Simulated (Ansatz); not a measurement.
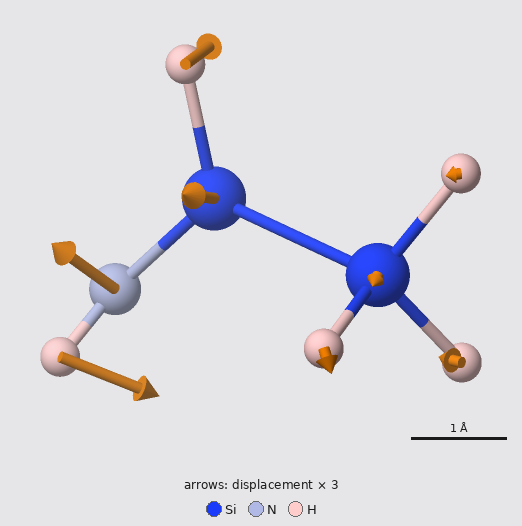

This is a relaxation of Si$_{2}$NH$_{5}$. The starting structure is drawn; orange arrows show the displacements, magnified 3 times. The two geometries are superimposed by the best rigid fit.

A ball-and-stick model, seen at a tilt.

It is one of the separated products of a reaction.

Theory: Ansatz, RKS PBE0-D4/def2-TZVP.

Input file:
```yaml
crystal:
  periodic: [false, false, false]
  atoms:
    - {symbol: Si, position_ang: [-0.267239, 0.299550, -0.713151]}
    - {symbol: N, position_ang: [0.859812, 0.103683, -1.857969]}
    - {symbol: H, position_ang: [-1.362611, 1.334131, -0.767381]}
    - {symbol: Si, position_ang: [-1.016575, -1.434002, 0.710960]}
    - {symbol: H, position_ang: [0.843906, -0.583311, -2.592946]}
    - {symbol: H, position_ang: [-2.014916, -0.995410, 1.732341]}
    - {symbol: H, position_ang: [0.147486, -2.003258, 1.455670]}
    - {symbol: H, position_ang: [-1.629085, -2.536225, -0.080101]}
basis:
  gaussian: {orbitals: def2-TZVP}
hamiltonian: {xc: pbe0, dispersion: d4}
relax: {f_tol: 0.005, max_steps: 200}
```

Command:
```bash
ansatz run in.yaml --threads 4 --pin off --events-out ev --progress --plain --max-ram 9574MiB
```

Q: What happened in the run?

A: Over 8 accepted moves (9 points after the start) the energy falls by 0.848 eV. Largest force component: 2 eV/Å at the start, 0.0003 eV/Å at the end. The line search rejected the trial step at point 7 of the run. The largest move after the best rigid fit is that of H5, 0.40 Å. By element the largest moves are H 0.40 Å, N 0.37 Å, Si 0.24 Å. Some distances before and after: Si1–H3 1.508 → 1.484 Å, Si1–N2 1.618 → 1.601 Å, Si1–Si4 2.365 → 2.353 Å, Si4–H6 1.494 → 1.487 Å. Bond angles that change, for instance: H3–Si1–Si4 107.1° → 115.9°, N2–Si1–H3 124.3° → 115.9°, Si1–N2–H5 126.0° → 120.1°. Groups turn about Si1–N2 by about 70°. Cost: 11 s on 4 threads of Arm Neoverse V2 (shared host).
